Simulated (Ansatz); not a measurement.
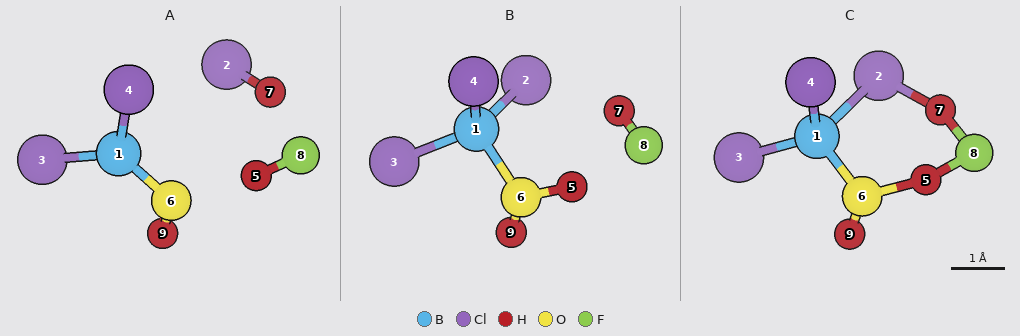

Three geometries of BH₃OCl₃F: a saddle point and the two minima that it joins, in shuffled order. The picture is a ball-and-stick view, seen face on. Sticks join atoms that are closer than about 1.2 times the sum of their covalent radii (a little more with hydrogen).

Stationary points at PBE0-D4/def2-TZVP, single-point energies with CCSD(T)/CBS, wB97X-V, SPW92 (LDA) (def2-TZVPP where no basis is named; Ansatz 0.2.0). The energies are electronic, without zero-point or thermal terms, and both ends are the minima reached downhill from the saddle, with any fragments still in contact. CCSD(T)/CBS stands for a frozen-core estimate: MP2 correlation extrapolated from def2-TZVPP and def2-QZVPP, CCSD(T) minus MP2 from the smaller set.

Identify the saddle point and describe the reaction.

Frame C is the saddle point. Counted by bonded pieces, B holds BH₂Cl₃O + HF and A holds BHCl₂O + HCl + HF. From B over the saddle to A, bonds form: Cl2–H7 (2.04 → 1.48 → 1.29 Å), H5–F8 (1.62 → 1.09 → 0.94 Å). Bonds break: B1–Cl2 (1.88 → 2.16 → 3.53 Å), H5–O6 (1.00 → 1.26 → 1.71 Å), H7–F8 (0.95 → 1.23 → 1.91 Å). The saddle has one imaginary mode, 862i cm⁻¹. With CCSD(T)/CBS the barrier is 14.6 kcal/mol from B and 19.0 kcal/mol from A, and A lies 4.4 kcal/mol below B.

```csv
level,barrier from B (kcal/mol),barrier from A (kcal/mol),A less B (kcal/mol)
CCSD(T)/CBS,14.6,19.0,−4.4
wB97X-V,12.8,17.1,−4.2
SPW92 (LDA),2.8,−1.9,4.7
```

Against CCSD(T)/CBS, wB97X-V comes closest on the barrier from B (−1.7 kcal/mol) and SPW92 (LDA) misses most (−11.8 kcal/mol).
